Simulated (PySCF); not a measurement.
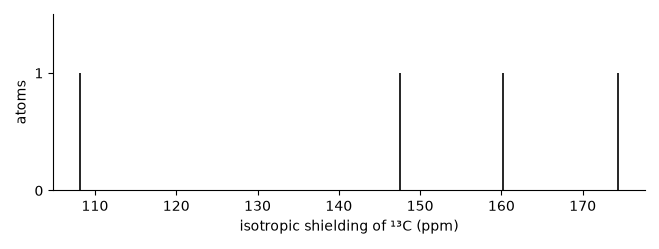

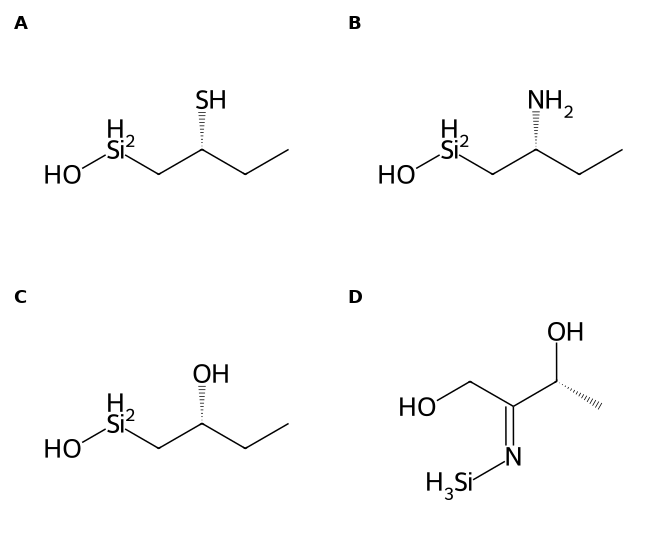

The sticks are computed shieldings of one of the molecules, for one fixed geometry (GFN2-xTB) without averaging over rotations. Low shielding means a high chemical shift. Method: GIAO PBE0/pcSseg-1 NMR shielding, non-relativistic, gas phase (PySCF 2.14.0).

> Which molecule gives this pattern?

C, `CC[C@@H](O)C[SiH2]O`. Its 4 C atoms give lines at 108.2, 147.5, 160.2, 174.3 ppm.

The geometry is semi-empirical. Around Si such bond lengths and angles can be off by a tenth of an ångström or more and by several degrees, and values that hang on the shape move with them.
